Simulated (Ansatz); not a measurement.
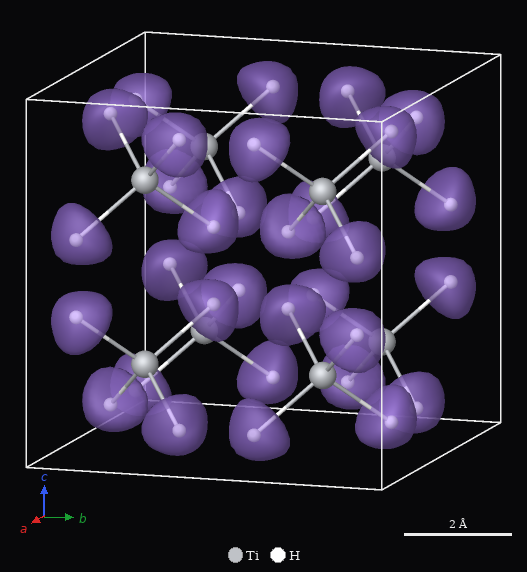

Figure. TiH₄. Isosurface of the ELF at 0.8 (purple), seen slightly off an axis. Only the valence region is drawn (cores and ρ < 0.01 e/Å³ removed). Sticks mark near contacts.

Space group Fm-3m; a structure generated by program, which may or may not match a known phase; computed without spin polarisation.

All numbers below come from Ansatz, DFT PBE, scalar-relativistic, plane waves, PAW.

Core electrons are frozen (PAW), and the valence fields are smoothed inside the atomic spheres.

Input file:

```
crystal:
  lattice:
    - [0.0, 3.5070116945, 3.5070116945]
    - [3.5070116945, 0.0, 3.5070116945]
    - [3.5070116945, 3.5070116945, 0.0]
  atoms:
    - { symbol: Ti, position: [0.25, 0.25, 0.25] }
    - { symbol: Ti, position: [0.75, 0.75, 0.75] }
    - { symbol: H, position: [0.6049028294, 0.6049028294, 0.6049028294] }
    - { symbol: H, position: [0.6049028294, 0.6049028294, 0.1852915117] }
    - { symbol: H, position: [0.6049028294, 0.1852915117, 0.6049028294] }
    - { symbol: H, position: [0.1852915117, 0.6049028294, 0.6049028294] }
    - { symbol: H, position: [0.3950971706, 0.3950971706, 0.8147084883] }
    - { symbol: H, position: [0.3950971706, 0.3950971706, 0.3950971706] }
    - { symbol: H, position: [0.3950971706, 0.8147084883, 0.3950971706] }
    - { symbol: H, position: [0.8147084883, 0.3950971706, 0.3950971706] }
basis:
  ecutwfc: 420
kpoints:
  mp_grid: { grid: [10, 10, 10] }
hamiltonian:
  xc: pbe
scf:
  occupations: { method: gaussian, width: 0.1 }
output:
  forces: true
  stress: true
  eigenvalues: true
  write_density: true
  write_potential: true
  elf: true
  volumetric_format: npy
relax:
  adjacent_minimum: "off"
  f_tol: 0.01
  max_steps: 80
  cell: { stress_tol: 0.05 }
```

Command:

```sh
ansatz run input.yaml --threads 1 --pin off --max-ram 2048MiB --backend cpu --events-out ev --progress --plain --runs-dir out
```

Below, planes, directions and counts refer to the conventional cell (a = 7.02 Å, b = 7.02 Å, c = 7.02 Å, α = 90.00°, β = 90.00°, γ = 90.00°).

The fields are those of the relaxed geometry.

**Where are the electrons localised?**

At this value the surface marks out 32 regions around hydrogen nuclei, counted in one cell of 40 atoms. Regions shared between cells count once. Along the contacts the grid gives the following. Ti–H (1.76 Å): the ELF climbs to about 1 towards the hydrogen.
